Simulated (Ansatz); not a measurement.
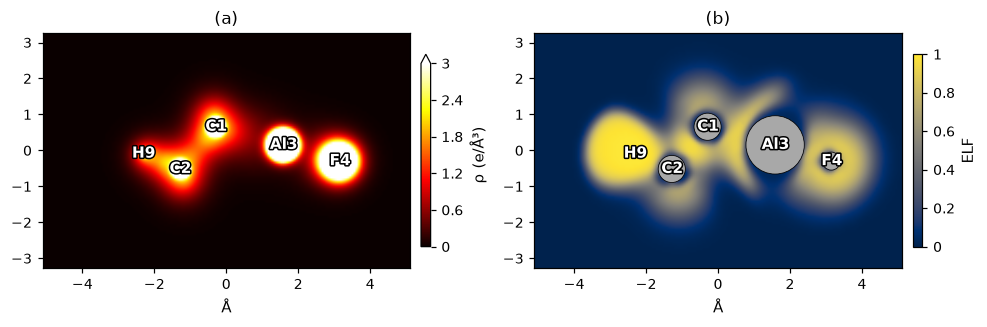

C2H5AlF (charge +1). (a) electron density; (b) electron localisation function on the plane of atoms C1, C2 and H9. Grey discs cover the atomic cores in the ELF map.

Geometry: B3LYP-D3(BJ)/def2-SVP.

Level of theory: isolated molecule in a Gaussian basis; Kohn-Sham density functional theory, functional PBE0 in Ansatz 0.2.0.

Input file:

```
basis:
  gaussian: {orbitals: def2-TZVPD}
crystal:
  periodic: [false, false, false]
  atoms:
    - {symbol: C, position_ang: [-1.433997, -0.099032, -0.023327]}
    - {symbol: C, position_ang: [-0.875804, -0.050559, 1.409177]}
    - {symbol: Al, position_ang: [-1.280931, -1.819467, -0.915384]}
    - {symbol: F, position_ang: [-1.139594, -3.269875, -1.636971]}
    - {symbol: H, position_ang: [-0.922522, 0.603253, -0.706272]}
    - {symbol: H, position_ang: [-2.513644, 0.131993, -0.070321]}
    - {symbol: H, position_ang: [-1.399853, -0.736318, 2.090044]}
    - {symbol: H, position_ang: [0.202212, -0.262007, 1.449752]}
    - {symbol: H, position_ang: [-1.026344, 0.972229, 1.790152]}
total_charge: 1
hamiltonian: {xc: {name: PBE0}}
output: {forces: true, orbitals: {seedname: orbitals}}
```

Command:

```sh
ansatz run input.yaml --threads 2 --pin off --max-ram 4350MiB --events-out events.jsonl --progress --plain --runs-dir runs
```

> What do the fields say about this system?

The plane passes through C, Al, F and H nuclei.
C–C (1.54 Å): the density is about 1.6 e/Å³ at the midpoint; the ELF peaks at about 0.95 between the atoms (localised, covalent bonding).
Al–F (1.63 Å): ρ at the midpoint is about 0.98 e/Å³; the ELF peaks at about 0.85 in the valence shell of F, 0.6 Å from its nucleus, and is about 0.35 at the midpoint.
C–Al (1.94 Å): the density is about 0.7 e/Å³ at the midpoint; the ELF peaks at about 0.90 between the atoms, as expected for a shared but strongly polarised pair.
C–H (1.10 Å): the density is about 2 e/Å³ at the midpoint; the ELF climbs to about 1 towards the hydrogen, as it does in any bond to H (an ordinary covalent bond to hydrogen).
The ELF also peaks beside F4, away from the bonds: lone-pair regions.
